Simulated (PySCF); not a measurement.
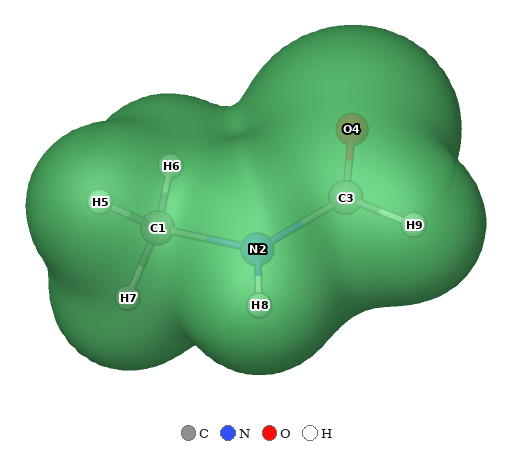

Figure. C₂H₅NO (N-methylformamide). Isosurface of the electron density at 0.05 e/Å³ (green), seen at an oblique angle.

Geometry: GFN2-xTB.

Level of theory: PySCF, PBE0/def2-SVPD, SCF density, gas phase.

```xyz
9

C    -1.1093   -0.0146    0.0096
N     0.2530   -0.4538    0.1984
C     1.3074    0.3069   -0.1462
O     1.2461    1.4055   -0.6365
H    -1.6360    0.0338    0.9644
H    -1.0697    0.9794   -0.4325
H    -1.6445   -0.6889   -0.6613
H     0.4000   -1.3638    0.6035
H     2.2667   -0.1985    0.0753
```

> What does this surface tell about the bonding?

At this value the surface is in one piece. It bridges the sampled C–O (1.20 Å), C–N (1.35 Å), N–H (1.01 Å) and C–N (1.44 Å) contacts, where the density stays above the isovalue. On the grid the lowest density along these lines, outside the cores, is 2.9 e/Å³ (C–O, 1.20 Å), 2.2 e/Å³ (C–N, 1.35 Å), 2.3 e/Å³ (N–H, 1.01 Å) and 1.8 e/Å³ (C–N, 1.44 Å).
